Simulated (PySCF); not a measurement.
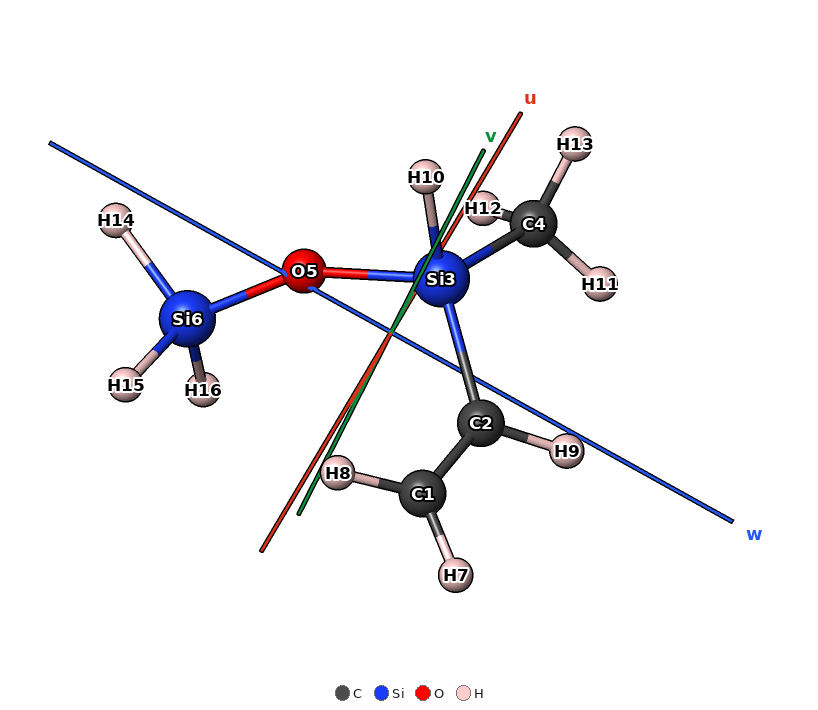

The lines u, v and w are the principal axes of the g tensor. The species has charge −1 and is a spin doublet. The geometry was computed by an optimisation with GFN2-xTB. No frequency run is at hand to confirm it as a minimum. Properties computed with UKS B3LYP, pcH-1 on C H O Si, non-relativistic, mean-field spin-orbit, GIAO (PySCF 2.14.0).

Along which axis does g lie farthest from the free-electron value?

Along u (nearly parallel to the C1–C2 bond): the shift is 934 ppm.

Give the principal values and shifts.

| axis | g | shift (ppm) |
| --- | --- | --- |
| u | 2.00325 | 934 |
| v | 2.00210 | −218 |
| w | 2.00289 | 573 |

The geometry is semi-empirical. Around Si such bond lengths and angles can be off by a tenth of an ångström or more and by several degrees, and values that hang on the shape move with them.
